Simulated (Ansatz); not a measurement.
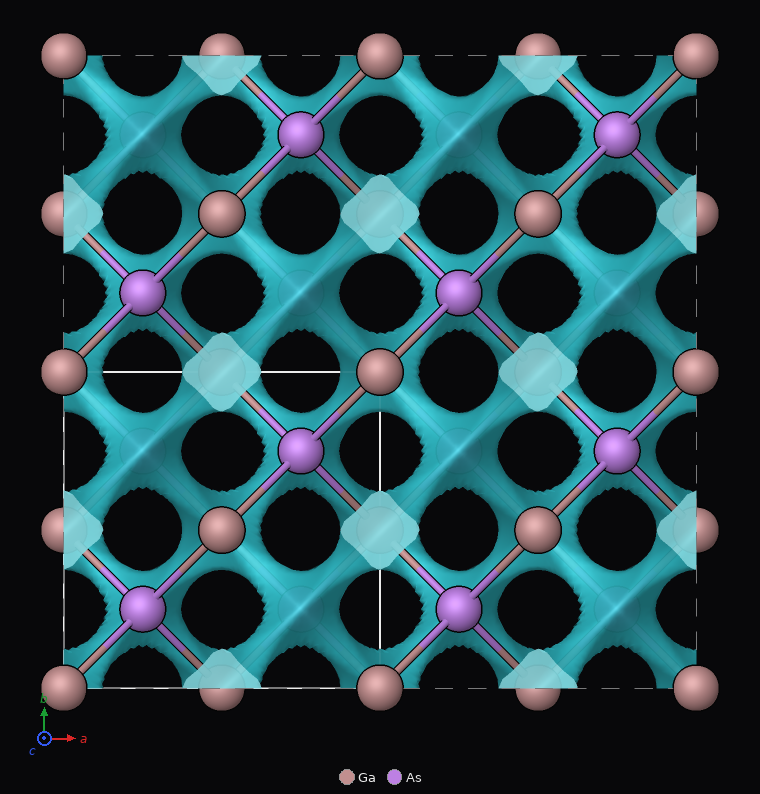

The teal surface encloses the points that the centre of a probe sphere of radius 0.85 Å can occupy in GaAs (F-43m), computed on a grid of about 0.16 Å (2×2×2 cells shown, view along the c axis; pale faces close the region where the box cuts it).

Atoms are hard spheres with covalent radii (Cordero): Ga 1.22 Å, As 1.19 Å.

Source of the atomic positions: the input geometry of an electronic-structure calculation (not necessarily at equilibrium).

```
CELL_PARAMETERS angstrom
5.66616 0.00000 0.00000
0.00000 5.66616 0.00000
0.00000 0.00000 5.66616
ATOMIC_POSITIONS crystal
Ga 0.00000 0.00000 0.00000
As 0.25000 0.25000 0.75000
Ga 0.00000 0.50000 0.50000
As 0.25000 0.75000 0.25000
Ga 0.50000 0.00000 0.50000
As 0.75000 0.25000 0.25000
Ga 0.50000 0.50000 0.00000
As 0.75000 0.75000 0.75000
```

**Is the space open to the probe made of pockets or channels?**

Where they connect, they form a three-dimensional network.

**What share of the cell can the probe's centre reach?**

About 7.5 % of the volume (14 Å³ of 181.9 Å³).

**Give the largest included and the largest free sphere.**

The largest sphere that fits anywhere has a diameter of 2.53 Å; the largest that can travel through the crystal, about 2.2 Å.

**How does the connectivity change as the probe shrinks?**

Below a radius of about 1.09 Å the space forms a three-dimensional network. These are grid estimates, good to about 0.05 Å.
